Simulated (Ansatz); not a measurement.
## TiZnO3: O → Se

The reference is TiZnO3 (space group R-3, No. 148; a = 5.061 Å, c = 13.823 Å (hexagonal axes); a cell from a computed database, its experimental status unchecked).

Modification: full substitution O → Se; the structure is relaxed again.

All numbers come from PBEsol, PAW, 420 eV (Ansatz, a quantum-chemistry and plane-wave program; no spin-orbit coupling). k-mesh 9×9×9 (Γ-centred); smearing 0.05 eV (Fermi–Dirac), for the changed cell.

The volume per atom grows by 10.23 Å³, from 10.22 Å³ to 20.45 Å³ and the density grows by 0.444 g/cm³ to 5.69 g/cm³. The lattice parameter a goes up by 2.5424 bohr to 12.106 bohr and the c/a ratio shrinks by 0.036 to 2.695. The space group stays R-3 (No. 148) and the shortest interatomic distance increases by 1.205 bohr (3.533 bohr → 4.738 bohr). The band gap changes from 3.09 eV to zero.

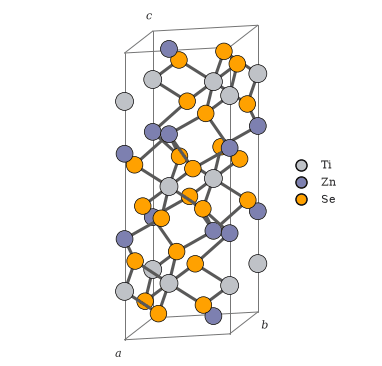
The relaxed conventional cell after the change

Stability against distortions was not tested. As relaxed here, TiZnSe3 is a hypothetical phase, not in the database extracts checked. All final runs are without spin polarisation. The zero or small gap of TiZnSe3 can change with the level of theory.
